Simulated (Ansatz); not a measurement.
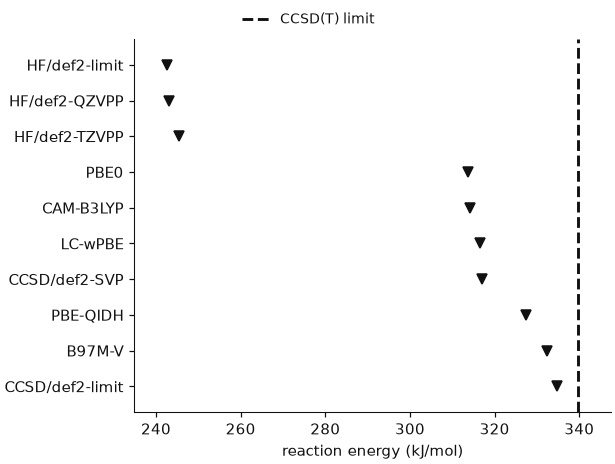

Electronic reaction energy of Si₂H₅O₂F (O[SiH2][SiH](O)F) → SiH₂OF (O[SiH]F) [doublet] + SiH₃O (O[SiH2]) [doublet] (SMILES in brackets) at several levels (functionals in def2-TZVPP unless a basis is named), isolated molecules at PBE0-D4 triple-zeta geometries, minima by their frequencies, no zero-point or thermal terms, the Ansatz code. The line is frozen-core CCSD(T) at the basis limit (MP2 extrapolated from triple and quadruple zeta, plus CCSD(T) less MP2 in a smaller set). PBE-QIDH holds a correlation term that converges slowly with the basis, so part of the distance to the limit is basis error. No dispersion term is added to PBE0, CAM-B3LYP, LC-wPBE and PBE-QIDH. The distance of CCSD/def2-SVP to the limit includes basis error. The limit lies 10.2 kJ/mol from CCSD(T)/def2-TZVPP, so the line itself is uncertain by a part of that.

> What range do the values span, the line included?

From 242.6 kJ/mol (HF/def2-limit) to 339.7 kJ/mol (CCSD(T) limit).

> Which level comes closest to the line (CCSD(T) limit), and which misses most?

Closest CCSD/def2-limit (334.9 kJ/mol), against 339.7 kJ/mol; farthest HF/def2-limit (242.6 kJ/mol).

Known limits of this run: one conformer of each flexible molecule.
